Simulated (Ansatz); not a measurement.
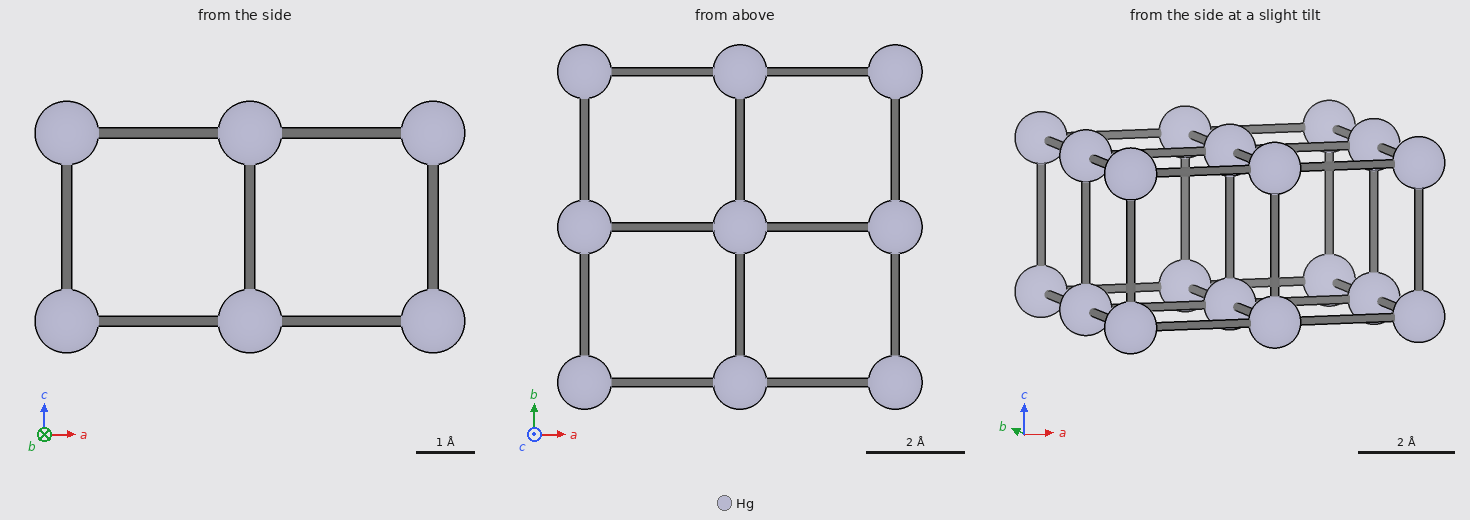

A ball-and-stick picture of a periodic sheet, seen from the side, from above and from the side at a slight tilt. The surface normal points up in side views; the vacuum is left out. 3×3 cells are drawn in the plane, with atoms at the edges repeated.

The cell holds 2 Hg.

What is the thickness of the slab?

Answer. About 3.3 Å from the lowest to the highest atom.

Write the layer sequence, upper face first.

Answer. Two planes: Hg / Hg.

The model was built from a structure type filled with this element by a generator (whether the element takes this form wasn't checked). The final geometry of a relaxation with DFT PBE, scalar-relativistic, plane waves, PAW in Ansatz 0.2.0 is shown.
